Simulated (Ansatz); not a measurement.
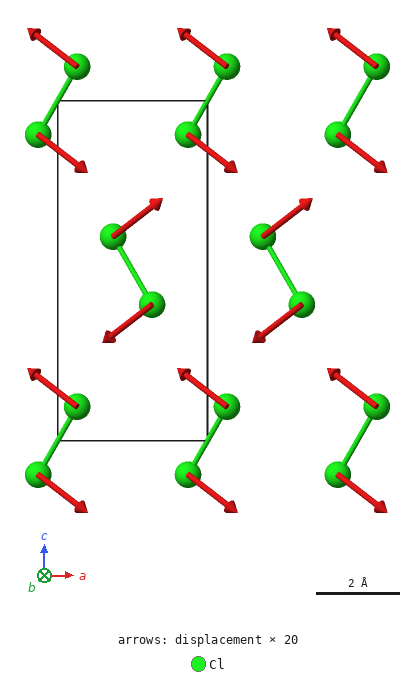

A relaxation of solid Cl (set up in Cmce). The starting structure is drawn; red arrows show the displacements, 20 times their true length.

Style: ball-and-stick. Shown: the cell of the calculation, repeated 2 × 1 × 1 with one cell outlined, along the b axis.

Level of theory: DFT, PBE, plane-wave PAW, default files, scalar-relativistic, frozen cores (Ansatz). Settings: plane-wave cutoff 420 eV; k-point mesh 8 × 8 × 4; occupations fermi dirac; smearing width 0.05 eV; no spin polarisation; potentials kind: paw, frozen_core: stored; atoms relaxed in a fixed cell; force threshold 0.02 eV/Å; at most 60 steps.

Describe the change and its energy.

After 3 geometry steps the energy has fallen by 4.3 meV per atom. Largest force component: 0.11 eV/Å at the start, 0.0024 eV/Å at the end. The largest moves, 0.088 Å, are those of Cl atoms. The cell stays as it was. The space group stays Cmce (No. 64).
